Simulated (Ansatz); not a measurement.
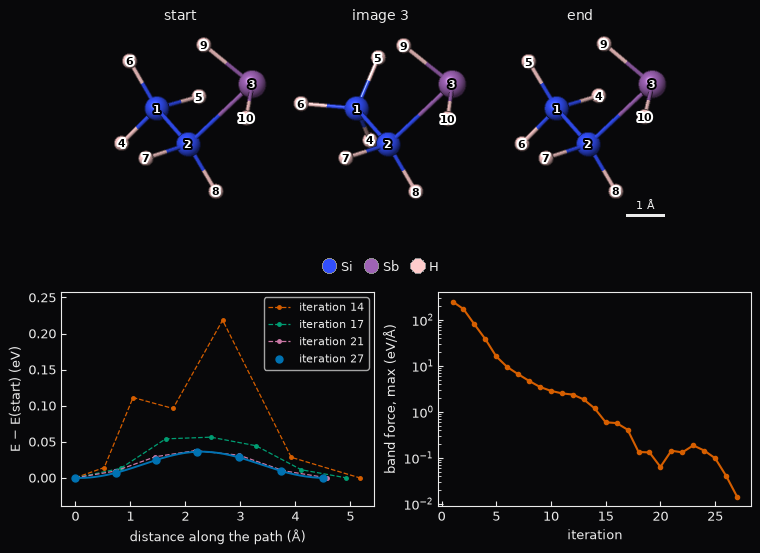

A nudged-elastic-band calculation for Si₂SbH₇. Images are numbered from 0 (start) to 6 (end). The plot follows the band through its iterations. The picture is a ball-and-stick view, seen from a free direction.

Method: RKS BLYP/def2-SVP in Ansatz 0.2.0. Settings: 5 movable images; climbing image; force threshold 0.03 eV/Å; iteration limit 60; starting path through a guess of the saddle point.

> Did the band converge, and can the barrier be trusted?

The result is final at these settings. The band converged in 27 iterations. The largest component of the band force went from 250 to 0.014 eV/Å. The climbing image converged on the top of the path. Its vibrational analysis gives one imaginary mode (83i cm⁻¹), as a transition state must have. The first iteration put the highest image at 80.723 eV. The barrier is about 0.036 eV in both directions, with image 3 at the top; the ends have the same energy.
